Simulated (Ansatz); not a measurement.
Cl₃FH₃OTa

Input file:

```
crystal:
  periodic: [false, false, false]
  atoms:
    - { symbol: Ta, position_ang: [-0.621229, -0.583447, 0.211742] }
    - { symbol: F, position_ang: [2.118175, 0.878015, 0.547623] }
    - { symbol: Cl, position_ang: [-0.450704, -0.862886, 2.529163] }
    - { symbol: Cl, position_ang: [0.065263, -0.770422, -2.017601] }
    - { symbol: O, position_ang: [-0.792307, 1.291588, 0.23275] }
    - { symbol: H, position_ang: [-0.010469, 1.873142, 0.341993] }
    - { symbol: Cl, position_ang: [-2.566139, -1.786745, -0.033517] }
    - { symbol: H, position_ang: [0.951892, -1.427905, 0.373952] }
    - { symbol: H, position_ang: [2.194718, -0.05564, 0.533595] }
basis:
  gaussian: { orbitals: def2-SVP }
hamiltonian:
  xc: pbe
relax:
  f_tol: 0.03
  max_steps: 50
output:
  orbitals: {}
```

Run with:

```sh
ansatz run input.yaml --threads 4 --pin off --max-ram 5120MiB --backend cpu --events-out ev --progress --plain --runs-dir out
```

The fields are those of the run's last geometry, not of the input's.

Core potentials replace the inner electrons of Ta.

These are results of RKS PBE/def2-SVP (Ansatz 0.2.0), not measurements.

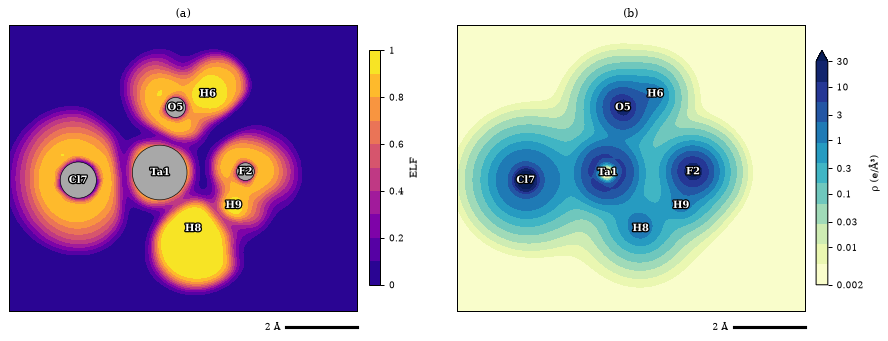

Figure 1. (a) ELF; (b) electron density on the plane of atoms F2, Ta1 and O5. Grey discs cover the atomic cores in the ELF map.

**Describe what can be read from this map.**

- Atoms in the plane: Ta, F, O, H and Cl.
- Ta–O (1.88 Å): ρ is about 1.1 e/Å³ halfway; the ELF peaks at about 0.85 in the valence shell of O, 0.6 Å from its nucleus, and drops to about 0.25 between the two atoms.
- Ta–Cl (2.30 Å): ρ is about 0.67 e/Å³ halfway; the ELF peaks at about 0.85 in the valence shell of Cl, 0.8 Å from its nucleus, and is about 0.40 at the midpoint.
- Ta–F (2.41 Å): ρ at the midpoint is about 0.26 e/Å³; the ELF is about 0.10 at the midpoint.
- O–H (0.98 Å): the density is about 3.6 e/Å³ at the midpoint; the ELF climbs to about 1 towards the hydrogen, as it does in any bond to H: a covalent bond by its length.
- F–H (1.01 Å): ρ is about 3.9 e/Å³ halfway; the ELF climbs to about 0.95 towards the hydrogen.

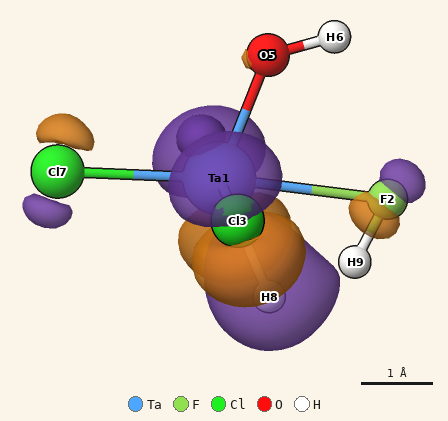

Figure 2. One frontier orbital at ±0.15 Å⁻³ᐟ² (orange and purple are the two phases), seen at a tilt.

**Which orbital is it: HOMO or LUMO?**

The HOMO, at −7.39 eV. It lies mainly on Cl3 (about 30 %), Cl4 (about 30 %), H8 (about 15 %) and Ta1 (about 15 %).

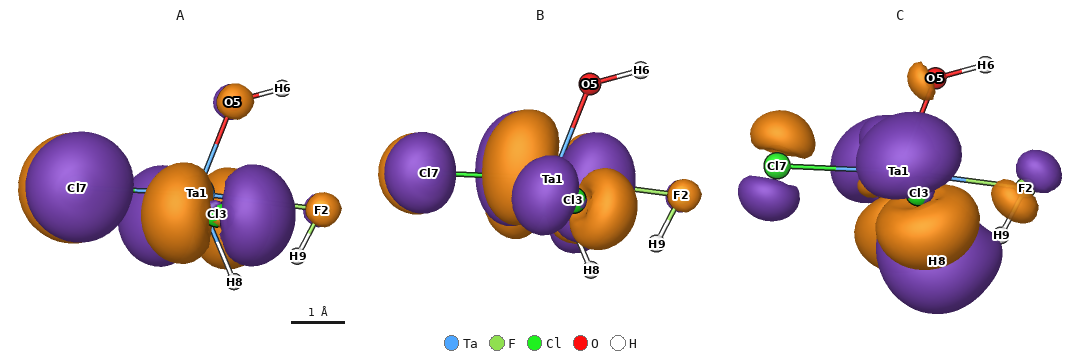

Figure 3. Three frontier orbitals at ±0.1 Å⁻³ᐟ² (orange and purple are the two phases), in no order.

**Which picture is the HOMO−1, the HOMO and the LUMO?**

A is the HOMO−1 (−7.74 eV). Its weight (Hirshfeld) is mainly on Cl7 (about 40 %), Cl3 (about 25 %) and Cl4 (about 25 %); largely a combination of lone pairs on Cl7, Cl3 and Cl4. C is the HOMO (−7.39 eV). It lies mainly on Cl3 (about 30 %), Cl4 (about 30 %), H8 (about 15 %) and Ta1 (about 15 %). B is the LUMO (−3.89 eV). Its weight (Hirshfeld) is mainly on Ta1 (about 65 %), Cl3 (about 10 %), Cl4 (about 10 %) and Cl7 (about 10 %).

**What is the HOMO–LUMO gap?**

3.50 eV between the orbital energies.
